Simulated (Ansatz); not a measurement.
## CdAu (Pm-3m): Grüneisen parameters

Aim: how the phonons of CdAu (Pm-3m) shift with volume, and the thermal expansion that follows.

Program: Ansatz 0.2.0. Level of theory: DFT PBEsol, scalar-relativistic, plane waves, PAW; PAW set soft_1. Results are calculated unless marked as measured.

## Step 1: The starting structure

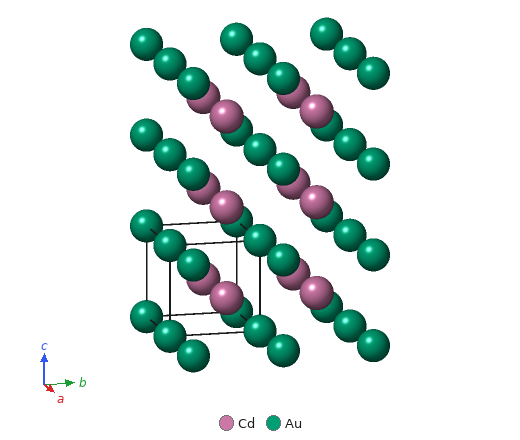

The starting structure, seen slightly off an axis (cadmium pink, gold teal). 2×2×3 cells are drawn. Some periodic images of atoms are drawn too.

## Step 2: Response at finite wavevector

The cell comes from relaxations at this level that are not shown. Stability and thermal properties need the whole zone. Linear response on a 4×4×4 q mesh gives force constants as far as a supercell of that size would.

File input.yaml:

```yaml
crystal:
  lattice:
    - [3.3174904026, 0.0, 0.0]
    - [0.0, 3.3174904026, 0.0]
    - [0.0, 0.0, 3.3174904026]
  atoms:
    - { symbol: Cd, position: [0.5, 0.5, 0.5] }
    - { symbol: Au, position: [0.0, 0.0, 0.0] }
kpoints:
  mp_grid: { grid: [12, 12, 12] }
hamiltonian:
  xc: pbesol
  pseudopotentials: { kind: paw, azcp: { folder: soft_1 }, xc_functional: pbe }
scf:
  occupations: { method: methfessel_paxton, width: 0.2 }
output:
  eigenvalues: true
phonons:
  method: dfpt
  qmesh: [4, 4, 4]
  temperatures: { t_max: 1000, t_step: 50 }
  qpath:
    path:
      - [[0.0, 0.0, 0.0], [0.0, 0.5, 0.0], [0.5, 0.5, 0.0], [0.0, 0.0, 0.0], [0.5, 0.5, 0.5], [0.0, 0.5, 0.0]]
      - [[0.5, 0.5, 0.5], [0.5, 0.5, 0.0]]
    npoints: 10
```

The run is started by

```bash
ansatz run input.yaml --threads 4 --pin off --max-ram 10240MiB --backend cpu --events-out ev --progress --plain --runs-dir out
```

Numbers of over 12 decimals in the logs are rounded to 6 here.

Output:

```text
Engine: ansatz 0.2.0, aarch64-unknown-linux-gnu
Pseudopotentials: kind: paw
Pseudopotential: Cd, paw, valence charge 20, recommended cutoff 420 eV (normal), soft_1/Cd.paw.azcp
Pseudopotential: Au, paw, valence charge 19, recommended cutoff 420 eV (normal), soft_1/Au.paw.azcp
Functional definition: PBEsol
  exchange = pbesol_x
  correlation = pbesol_c
Crystal: 2 atoms, lattice volume = 36.511 Å³
Basis set: ecut = 420 eV, 739 PW (Γ), exchange–correlation on 48×48×48 points (8 copies of the dense FFT grid, shifted against one another)
Bands: 24, of which v1, the nominal top of the filled ones, is band 20 counted from 1 (19 counted from 0)
Symmetry: 48 space group operations
k-points: 84 of 1728
Non-local potential: Cd, projectors of the file, l = 0: 3, l = 1: 2, l = 2: 2, l = 3: 1
Non-local potential: Au, projectors of the file, l = 0: 3, l = 1: 2, l = 2: 2, l = 3: 1
PAW form: soft (Blöchl's): semilocal exchange-correlation on the pseudo side does not see the compensation charge
PAW frozen core: Cd, regenerated for the run's functional, and the local potential with it (the file was generated under x = pbe(κ = 0.804, μ = 0.219515), c = pbe(β = 0.066725))
PAW frozen core: Au, regenerated for the run's functional, and the local potential with it (the file was generated under x = pbe(κ = 0.804, μ = 0.219515), c = pbe(β = 0.066725))
PAW one-centre angular grid: Cd, 590 points (default); XC on 64 Gauss nodes
PAW one-centre angular grid: Au, 590 points (default); XC on 64 Gauss nodes
Initial density: superposition of atomic densities (chi_scale 0.1, normalization cell, long waves kept (reshape's long-wave potential 0.00 eV rms))
Initial wavefunctions: pseudopotential atomic-orbital guess
Functional: x = pbesol(κ = 0.804, μ = 0.123457), c = pbesol(β = 0.046)
SCF iter   1: F=—  HF=-21197.117228 eV  |F-HF|=—  |Δ(HF+E_count)|=         —  Δρ=1.68e-1  dr2=1.57e1  ethr=3.10e-3  ⟨swp⟩=4.8  Hψ=7456  notcnv=0
preconditioner: auto → Kerker (q_TF=auto, 2.758 Å⁻¹)  [metal: Δε(μ)=0.035 eV  Ē_g=13.068 eV  σ=0.200 eV  W_gap=0.15  n_scr=18 (ndim 8)  ℏωp=29.5 eV  f_vac=0.000  D(μ)=0.92/eV (n_scr^D=6)]
SCF iter   2: F=—  HF=-21193.618525 eV  |F-HF|=—  |Δ(HF+E_count)|=    3.50e0  S|Δr|=    0.00e0  Δρ=4.26e-2  dr2=1.22e0  ethr=3.10e-3  ⟨swp⟩=3.0  Hψ=4599  notcnv=0  defer=20
SCF iter   3: F=—  HF=-21193.357280 eV  |F-HF|=—  |Δ(HF+E_count)|=   2.61e-1  S|Δr|=    0.00e0  Δρ=1.70e-2  dr2=1.27e-1  ethr=3.10e-3  ⟨swp⟩=2.2  Hψ=3028  notcnv=0  defer=28
SCF iter   4: F=—  HF=-21193.342298 eV  |F-HF|=—  |Δ(HF+E_count)|=   1.50e-2  S|Δr|=    0.00e0  Δρ=4.35e-3  dr2=4.52e-3  ethr=3.25e-4  ⟨swp⟩=2.2  Hψ=3552  notcnv=0  defer=27
SCF iter   5: F=—  HF=-21193.341163 eV  |F-HF|=—  |Δ(HF+E_count)|=   1.14e-3  S|Δr|=    0.00e0  Δρ=1.26e-3  dr2=8.15e-4  ethr=1.16e-5  ⟨swp⟩=2.1  Hψ=3745  notcnv=0  defer=27
SCF iter   6: F=—  HF=-21193.340916 eV  |F-HF|=—  |Δ(HF+E_count)|=   2.47e-4  S|Δr|=    0.00e0  Δρ=4.79e-4  dr2=1.27e-4  ethr=2.09e-6  ⟨swp⟩=2.2  Hψ=3021  notcnv=0  defer=27
SCF iter   7: F=—  HF=-21193.340888 eV  |F-HF|=—  |Δ(HF+E_count)|=   2.84e-5  S|Δr|=    0.00e0  Δρ=7.92e-5  dr2=2.39e-6  ethr=3.26e-7  ⟨swp⟩=2.0  Hψ=2505  notcnv=0  defer=27
SCF iter   8: F=—  HF=-21193.340888 eV  |F-HF|=—  |Δ(HF+E_count)|=   2.75e-7  S|Δr|=    0.00e0  Δρ=2.24e-5  dr2=2.64e-7  ethr=6.12e-9  ⟨swp⟩=2.3  Hψ=2468  notcnv=0  defer=27
SCF iter   9: F=—  HF=-21193.340887 eV  |F-HF|=—  |Δ(HF+E_count)|=   5.31e-8  S|Δr|=    0.00e0  Δρ=2.26e-6  dr2=1.68e-9  ethr=6.78e-10  ⟨swp⟩=2.0  Hψ=2471  notcnv=0  defer=27
SCF iter  10: F=—  HF=-21193.340887 eV  |F-HF|=—  |Δ(HF+E_count)|=  2.40e-10  S|Δr|=    0.00e0  Δρ=4.17e-7  dr2=5.83e-11  ethr=4.31e-12  ⟨swp⟩=2.0  Hψ=3390  notcnv=0  defer=27
SCF iter  11: F=-21193.340887 eV  HF=-21193.340887 eV  |F-HF|=7.28e-12  |Δ(HF+E_count)|=  7.28e-12  S|Δr|=    0.00e0  Δρ=7.82e-8  dr2=2.32e-12  ethr=1.00e-12  ⟨swp⟩=6.7  Hψ=8817  notcnv=0
SCF 1 converged in 11 iterations: F = -21193.340887 eV  dr2 = 2.32e-12
  greatest PAW one-centre occupation: 1.000 electrons in one spin orbital (limit 2), on the Au atom at site 1 (counted from 0), in its partial waves of l = 0
phonons: the bands overlap, so this run is a metal and interpolates without the dipole-dipole term. If the crystal is really an insulator or semiconductor, its LO-TO splitting is missing
NSCF: frozen V_eff on 84 k-points
WARN: eigensolver did not converge (k=39): 1 band(s) unlocked after 20 sweeps at ethr=1.11e-12 eV (storage-precision floor; scheduled 1.00e-12 eV) (lowest unlocked band 23, counted from 0; max residual 2.61e-6 eV among the unlocked bands, 2.61e-6 eV over every band; other slots of this pass that fall short are told together in one closing line; warning suppressed until the next SCF loop or pass starts)
WARN: eigensolver did not converge in 3 slots of this pass, the one above among them; of largest residual over every band (k=49): 1 band(s) unlocked (lowest unlocked band 23, counted from 0; max residual 7.21e-6 eV among the unlocked bands, 7.21e-6 eV over every band); of lowest unlocked band (k=39): band 23
NSCF: frozen V_eff on 196 k-points
DFPT response loops at q = (0, 0, 0) (fractional): preconditioner auto → Kerker (q_TF=auto, 2.758 Å⁻¹) (partly filled bands, converged f_vac=0.000); β = 1.00, the filter's whole step (`scf.mixing.beta` (0.50) is not read by the response loops under this deck's `scf.mixing.preconditioner`; to damp them name `kerker` or `kerker_dos`, under which they read `scf.mixing.beta`, and type it under 1.00, their step now; both keys bind the ground state too); Broyden in place of MSR1
NSCF: frozen V_eff on 1176 k-points
DFPT response loops at q = (0, 0, 0.25) (fractional): mixed as the last ones told, above
NSCF: frozen V_eff on 686 k-points
DFPT response loops at q = (0, 0, -0.5) (fractional): mixed as the last ones told, above
NSCF: frozen V_eff on 2016 k-points
DFPT response loops at q = (0, 0.25, 0.25) (fractional): mixed as the last ones told, above
NSCF: frozen V_eff on 1176 k-points
DFPT response loops at q = (0, 0.25, -0.5) (fractional): mixed as the last ones told, above
NSCF: frozen V_eff on 686 k-points
DFPT response loops at q = (0, -0.5, -0.5) (fractional): mixed as the last ones told, above
NSCF: frozen V_eff on 1872 k-points
DFPT response loops at q = (0.25, 0.25, 0.25) (fractional): mixed as the last ones told, above
NSCF: frozen V_eff on 2016 k-points
DFPT response loops at q = (0.25, 0.25, -0.5) (fractional): mixed as the last ones told, above
NSCF: frozen V_eff on 1176 k-points
DFPT response loops at q = (0.25, -0.5, -0.5) (fractional): mixed as the last ones told, above
NSCF: frozen V_eff on 392 k-points
DFPT response loops at q = (-0.5, -0.5, -0.5) (fractional): mixed as the last ones told, above
SCF converged after 11 iterations
Stability not checked: this state was not tested for a lower state beside it, because cold or Methfessel-Paxton smearing, or corrected tetrahedra, fill the levels in a way that the test cannot read (fill_not_monotonic; see scf.lower_state_search)
Free energy (F): -21193.340887 eV
Harris-Foulkes:  -21193.340887 eV  (|F-HF|=7.28e-12)
Internal energy: -21193.340712 eV  (E = F + TS)
E sigma→0 (E₀):  -21193.340844 eV
Entropy (-TS):   -0.000175 eV (-0.088 meV/atom)
Fermi energy:    18.382197 eV
--- Per-component energies (eV) ---
  E_band       = -576.020282
  E_kinetic    = 1019.035765
  E_local      = -4468.657101  (includes V_loc(G=0)·N_el)
  E_nonlocal   = 222.833316
  E_hartree    = 2030.781064
  E_xc         = -370.754900
  E_vxc        = -458.278878  (∫ρ·V_xc dr)
  E_paw        = -13618.526611  (= ΣΔE_a)
  E_vpaw       = -952.517412  (= ΣTr[D̂ρ^β])
  E_aug_tail   = 0.001880  (compensation charges beyond the density's cutoff)
  E_ewald      = -6008.705613
  E_core_change = 0.651488  (= ΣΔE_core)
  E_smearing   = -0.000175  (= −TS)
  E_closure    = 0.000000  (closes the sum)
  Σ components = -21193.340887   (vs F -21193.340887, Δ=0.00e0)
--- Band table (eV; the first three rows and the last of 84) ---
  k-point 0: bands = [... 16 lower, 14.6845, 14.6845, 14.6845, 23.0903, 23.0903, 23.0903, 26.6009, 30.2487]
  k-point 1: bands = [... 16 lower, 14.6038, 14.6038, 14.6687, 22.1794, 23.3174, 23.3174, 27.1954, 30.1978]
  k-point 2: bands = [... 16 lower, 14.3959, 14.3959, 14.6252, 20.4944, 23.9633, 23.9633, 27.8282, 30.0543]
  k-point 83: bands = [... 16 lower, 15.1245, 15.1245, 20.2467, 20.5788, 22.2637, 22.2637, 22.2637, 23.7010]
--- Phonons (Γ-DFPT): 2 representative perturbations + reference (Σ response iterations 6) ---
  ASR residual: 1.613e-4 → 0.000e0 eV/Å²; symmetrization residual: 1.371e-5 eV/Å²
  ASR residual per site (eV/Å²): 8.19e-6 1.61e-4
  Γ frequencies (cm⁻¹): 0.00 0.00 0.00 122.65 122.65 122.65
--- Phonons (arbitrary-q DFPT): 10 irreducible q on the 4×4×4 mesh ---
  q = [0.0000, 0.0000, 0.0000] (star 1, of the zone-centre solve; hermiticity 6.93e-6, symmetrization 2.69e-11): -0.00 0.00 0.00 122.65 122.65 122.65
  q = [0.0000, 0.0000, 0.2500] (star 6, 4 solved perturbations in 1848 linear systems a pass and spin channel, the states on 588 of 1728 k-point pairs; hermiticity 7.38e-6, symmetrization 5.18e-13): 42.14 42.14 63.58 113.32 113.32 130.50
  q = [0.0000, 0.0000, -0.5000] (star 3, 4 solved perturbations in 1078 linear systems a pass and spin channel, the states on 343 of 1728 k-point pairs; hermiticity 6.03e-9, symmetrization 2.92e-9): 64.88 64.88 84.78 97.22 97.22 133.22
  q = [0.0000, 0.2500, 0.2500] (star 12, 4 solved perturbations in 3108 linear systems a pass and spin channel, the states on 1008 of 1728 k-point pairs; hermiticity 4.34e-6, symmetrization 3.49e-13): -16.26 56.47 74.13 106.67 119.90 138.38
  q = [0.0000, 0.2500, -0.5000] (star 12, 6 solved perturbations on 588 of 1728 k-point pairs; hermiticity 7.08e-6, symmetrization 2.45e-8): 38.15 39.91 67.08 97.59 133.87 145.49
  q = [0.0000, -0.5000, -0.5000] (star 3, 4 solved perturbations in 1078 linear systems a pass and spin channel, the states on 343 of 1728 k-point pairs; hermiticity 8.61e-6, symmetrization 3.25e-10): -25.41 -25.41 70.15 98.97 150.82 150.82
  q = [0.2500, 0.2500, 0.2500] (star 8, 2 solved perturbations on 936 of 1728 k-point pairs; hermiticity 4.13e-6, symmetrization 2.90e-12): 36.43 36.43 60.15 127.26 127.38 127.38
  q = [0.2500, 0.2500, -0.5000] (star 12, 4 solved perturbations in 3108 linear systems a pass and spin channel, the states on 1008 of 1728 k-point pairs; hermiticity 4.42e-6, symmetrization 1.26e-8): 34.27 39.35 67.23 109.01 133.52 142.38
  q = [0.2500, -0.5000, -0.5000] (star 6, 4 solved perturbations in 1848 linear systems a pass and spin channel, the states on 588 of 1728 k-point pairs; hermiticity 6.08e-6, symmetrization 8.45e-10): 34.16 34.16 67.45 107.75 139.18 139.18
  q = [-0.5000, -0.5000, -0.5000] (star 1, 2 solved perturbations on 196 of 1728 k-point pairs; hermiticity 3.07e-13, symmetrization 9.34e-13): 74.21 74.21 74.21 122.10 122.10 122.10
  sum rule: each row above includes the acoustic sum rule's correction from the zone centre's row sums; it moved no ω² by more than (0.47 cm⁻¹)²
  mesh force constants: q→R imaginary residual 4.27e-18; ASR residual 1.613e-4 → 0.000e0 eV/Å²; symmetrization residual 4.441e-15 eV/Å²
  interpolated dispersion: 62 rows × 6 modes
  density of states and harmonic sums: on the 20×20×20 q-mesh, interpolated from the force constants of a 4×4×4 supercell (no non-analytic term)
  largest difference from the sums on the solved wave vectors: F 5.72e-2 eV, S 6.84e-5 and C_V 1.15e-5 eV/K
  zero-point energy: 0.031724 eV/cell   skipped modes (ω ≤ 0): 68, of them read as no rigid motion or as one in doubt: 65 (1.988e-1 modes/cell left out, lowest -25.41 cm⁻¹)   left out of the sums: 3.32e-2 of the cell's modes: C_V's classical limit lies that fraction below 3 k_B per atom; for a crystal, a wire or a layer, F and S can be off by more, and a phonons.interpolated_qmesh denser along its periods is the remedy for the sampling
```

Elapsed: 4.6 min, on 4 threads of Arm Neoverse V2, shared host; peak memory 2.1 GiB; 18 min of CPU time.

In the SCF lines HF is the Harris–Foulkes energy and dr2 the Hartree energy of the density residual, in eV; the loop may stop once dr2 is under the threshold and the program's other checks hold. Hψ counts applications of the Hamiltonian.

This step gave:

| Item | Value |
| --- | --- |
| volume per atom | 18.26 Å³ |
| gap on the k-mesh | 0 eV |
| sum-rule residual before enforcement | 1.61e-4 eV/Å² |
| lowest frequency on the path | -25.41 cm⁻¹ |
| point group | m-3m |
| highest frequency on the path or at a solved wavevector | 150.8 cm⁻¹ |
| highest optical mode at the zone centre (no LO-TO term) | 122.7 cm⁻¹ |
| lowest optical zone-centre mode | 122.7 cm⁻¹ |
| lowest mode on the q mesh (acoustic modes at Γ apart) | -25.41 cm⁻¹ |

Frequencies (cm⁻¹) solved at each irreducible wavevector; negative means imaginary. Frequencies by wavevector, by row:

| q in reciprocal lattice units | star | mode 1 | mode 2 | mode 3 | mode 4 | mode 5 | mode 6 |
| --- | --- | --- | --- | --- | --- | --- | --- |
| 0 0 0 | 1 | 0 | 0 | 0 | 122.7 | 122.7 | 122.7 |
| 0 0 0.25 | 6 | 42.1 | 42.1 | 63.6 | 113.3 | 113.3 | 130.5 |
| 0 0 -0.5 | 3 | 64.9 | 64.9 | 84.8 | 97.2 | 97.2 | 133.2 |
| 0 0.25 0.25 | 12 | -16.3 | 56.5 | 74.1 | 106.7 | 119.9 | 138.4 |
| 0 0.25 -0.5 | 12 | 38.1 | 39.9 | 67.1 | 97.6 | 133.9 | 145.5 |
| 0 -0.5 -0.5 | 3 | -25.4 | -25.4 | 70.2 | 99 | 150.8 | 150.8 |
| 0.25 0.25 0.25 | 8 | 36.4 | 36.4 | 60.1 | 127.3 | 127.4 | 127.4 |
| 0.25 0.25 -0.5 | 12 | 34.3 | 39.4 | 67.2 | 109 | 133.5 | 142.4 |
| 0.25 -0.5 -0.5 | 6 | 34.2 | 34.2 | 67.5 | 107.8 | 139.2 | 139.2 |
| -0.5 -0.5 -0.5 | 1 | 74.2 | 74.2 | 74.2 | 122.1 | 122.1 | 122.1 |

Symmetry leaves 10 wavevectors to solve. The lowest mode among them, the acoustic zeros apart, lies at q = (0, -0.5, -0.5) and is imaginary, 25.4i cm⁻¹, so the energy falls along it.

## Step 3: Relaxing at another volume, volume ratio 0.97

The volume is scaled by 0.97 and held; symmetry leaves nothing to relax, so this is a single point. The modes can then be followed against volume.

input.yaml, the sections that differ from step 2:

```yaml
crystal:
  lattice:
    - [3.2839781073, 0.0, 0.0]
    - [0.0, 3.2839781073, 0.0]
    - [0.0, 0.0, 3.2839781073]
  atoms:
    - { symbol: Cd, position: [0.5, 0.5, 0.5] }
    - { symbol: Au, position: [0.0, 0.0, 0.0] }
output:
  forces: true
  stress: true
  eigenvalues: true
# kpoints, hamiltonian, scf: as in step 2
# phonons: removed
```

Output:

```text
[...]
Crystal: 2 atoms, lattice volume = 35.416 Å³
Basis set: ecut = 420 eV, 739 PW (Γ), exchange–correlation on 48×48×48 points (8 copies of the dense FFT grid, shifted against one another)
Bands: 24, of which v1, the nominal top of the filled ones, is band 20 counted from 1 (19 counted from 0)
Symmetry: 48 space group operations
[...]
k-points: 84 of 1728
[...]
--- Band table (eV; the first three rows and the last of 84) ---
  k-point 0: bands = [... 16 lower, 15.3664, 15.3664, 15.3664, 23.8681, 23.8681, 23.8681, 27.7074, 31.2373]
  k-point 1: bands = [... 16 lower, 15.2793, 15.2793, 15.3487, 22.9686, 24.1054, 24.1054, 28.2902, 31.1760]
  k-point 2: bands = [... 16 lower, 15.0554, 15.0554, 15.3000, 21.2720, 24.7784, 24.7784, 28.9031, 31.0049]
  k-point 83: bands = [... 16 lower, 15.8158, 15.8158, 21.0968, 21.4367, 23.0597, 23.0597, 23.0597, 24.5732]
[key lines of the parts left out:]
SCF converged after 9 iterations
Free energy (F): -21193.328028 eV
Fermi energy:    19.126871 eV
P = ⅓ Tr σ = 3.8867 GPa (38.867 kbar)
```

Elapsed: 1.5 s, on 4 threads; peak memory 0.36 GiB.

This step gave:

```
pressure        : 3.887 GPa
volume per atom : 17.71 Å³
```

The run ends at a pressure of 3.89 GPa.

## Step 4: Phonons at the other volume, volume ratio 0.97

The phonons are repeated at this volume on the same k and q meshes.

input.yaml, as its differences from that of step 3:

```diff
@@ -16,4 +16,11 @@
 output:
-  forces: true
-  stress: true
   eigenvalues: true
+phonons:
+  method: dfpt
+  qmesh: [4, 4, 4]
+  temperatures: { t_max: 1000, t_step: 50 }
+  qpath:
+    path:
+      - [[0.0, 0.0, 0.0], [0.0, 0.5, 0.0], [0.5, 0.5, 0.0], [0.0, 0.0, 0.0], [0.5, 0.5, 0.5], [0.0, 0.5, 0.0]]
+      - [[0.5, 0.5, 0.5], [0.5, 0.5, 0.0]]
+    npoints: 10
```

Output:

```text
[...]
Crystal: 2 atoms, lattice volume = 35.416 Å³
Basis set: ecut = 420 eV, 739 PW (Γ), exchange–correlation on 48×48×48 points (8 copies of the dense FFT grid, shifted against one another)
Bands: 24, of which v1, the nominal top of the filled ones, is band 20 counted from 1 (19 counted from 0)
Symmetry: 48 space group operations
k-points: 84 of 1728
[...]
SCF iter   1: F=—  HF=-21197.059298 eV  |F-HF|=—  |Δ(HF+E_count)|=         —  Δρ=1.69e-1  dr2=1.53e1  ethr=3.10e-3  ⟨swp⟩=4.6  Hψ=7390  notcnv=0
[...]
SCF iter  11: F=-21193.328028 eV  HF=-21193.328028 eV  |F-HF|=0.00e0  |Δ(HF+E_count)|=    0.00e0  S|Δr|=    0.00e0  Δρ=8.39e-8  dr2=2.57e-12  ethr=1.00e-12  ⟨swp⟩=6.7  Hψ=8632  notcnv=0
SCF 1 converged in 11 iterations: F = -21193.328028 eV  dr2 = 2.57e-12
[...]
NSCF: frozen V_eff on 84 k-points
[...]
SCF converged after 11 iterations
[...]
Free energy (F): -21193.328028 eV
[...]
Internal energy: -21193.328296 eV  (E = F + TS)
E sigma→0 (E₀):  -21193.328095 eV
Entropy (-TS):   0.000268 eV (0.134 meV/atom)
Fermi energy:    19.126875 eV
[...]
--- Band table (eV; the first three rows and the last of 84) ---
  k-point 0: bands = [... 16 lower, 15.3664, 15.3664, 15.3664, 23.8681, 23.8681, 23.8681, 27.7074, 31.2373]
  k-point 1: bands = [... 16 lower, 15.2793, 15.2793, 15.3487, 22.9686, 24.1054, 24.1054, 28.2902, 31.1760]
  k-point 2: bands = [... 16 lower, 15.0554, 15.0554, 15.3000, 21.2720, 24.7784, 24.7784, 28.9031, 31.0049]
  k-point 83: bands = [... 16 lower, 15.8158, 15.8158, 21.0969, 21.4367, 23.0598, 23.0598, 23.0598, 24.5732]
[...]
ASR residual: 1.757e-4 → 0.000e0 eV/Å²; symmetrization residual: 1.390e-5 eV/Å²
  ASR residual per site (eV/Å²): 1.91e-5 1.76e-4
  Γ frequencies (cm⁻¹): 0.00 0.00 0.00 133.97 133.97 133.97
--- Phonons (arbitrary-q DFPT): 10 irreducible q on the 4×4×4 mesh ---
[...]
interpolated dispersion: 62 rows × 6 modes
[...]
```

Wall time 4.4 min (4 threads); peak memory 2.1 GiB.

Numbers from this step:

```
sum-rule residual before enforcement                    : 1.76e-4 eV/Å²
lowest frequency on the path                            : -25.61 cm⁻¹
highest frequency on the path or at a solved wavevector : 163.3 cm⁻¹
highest optical mode at the zone centre (no LO-TO term) : 134.0 cm⁻¹
lowest optical zone-centre mode                         : 134.0 cm⁻¹
lowest mode on the q mesh (acoustic modes at Γ apart)   : -25.61 cm⁻¹
```

Frequencies (cm⁻¹) solved at each irreducible wavevector; negative means imaginary. Frequencies by wavevector, by row:

| q in reciprocal lattice units | star | mode 1 | mode 2 | mode 3 | mode 4 | mode 5 | mode 6 |
| --- | --- | --- | --- | --- | --- | --- | --- |
| 0 0 0 | 1 | 0 | 0 | 0 | 134 | 134 | 134 |
| 0 0 0.25 | 6 | 46.4 | 46.4 | 69.1 | 123.8 | 123.8 | 141.1 |
| 0 0 -0.5 | 3 | 72.1 | 72.1 | 93.1 | 106.1 | 106.1 | 143.1 |
| 0 0.25 0.25 | 12 | -16.5 | 61.9 | 81.5 | 116.5 | 129.3 | 150.2 |
| 0 0.25 -0.5 | 12 | 42.3 | 44.5 | 74.3 | 106.4 | 145.2 | 156.7 |
| 0 -0.5 -0.5 | 3 | -25.6 | -25.6 | 77.4 | 107.6 | 163.3 | 163.3 |
| 0.25 0.25 0.25 | 8 | 41.5 | 41.5 | 65.8 | 137.6 | 138.4 | 138.4 |
| 0.25 0.25 -0.5 | 12 | 39.2 | 43.5 | 74.9 | 118.2 | 144.8 | 153.7 |
| 0.25 -0.5 -0.5 | 6 | 40.3 | 40.3 | 75 | 116.7 | 150.7 | 150.7 |
| -0.5 -0.5 -0.5 | 1 | 82.9 | 82.9 | 82.9 | 131.6 | 131.6 | 131.6 |

The highest optical mode at the zone centre (no LO-TO term) is 134.0 cm⁻¹, +11.3 cm⁻¹ against the base run.

[end of part 1 of 2]

[Logs are printed without paths, hosts, clocks, repeated set-up lines and the standing remarks that a program may print on its own settings, such as how far it seeks lower states.]

[Hosts, paths, dates, database ids (printed as entryN), source tags and the programs' standing remarks are cut or masked in the printed files.]
